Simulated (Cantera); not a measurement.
A closed system holds: 1 mol SiC, 0.0019 mol H₂O, 110 mol N₂, held at 1227 °C.

Equilibrium computed with Cantera from the NASA thermochemical tables; the gas is ideal and each condensed phase is pure. Candidate condensed phases: C, C₆H₆, C₇H₈, C₈H₁₈, H₂O, Si, SiC, SiO₂, Si₂N₂O, Si₃N₄; 151 gas species. Mutual solubility and eutectic melting of coexisting phases are not modelled. Rates play no part.

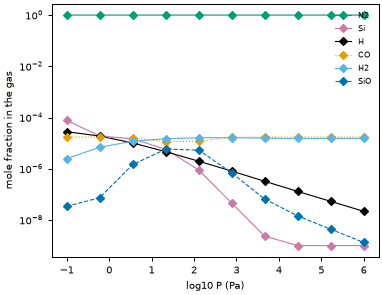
*Equilibrium gas composition (values under 1e-9 drawn at 1e-9)*

Task: Read off the mole fractions at 0.600 Pa.

Result: N₂ about 1.00, Si about 1.9e-5, H about 1.9e-5, CO about 1.7e-5, H₂ about 6.9e-6, SiO about 7.4e-8.
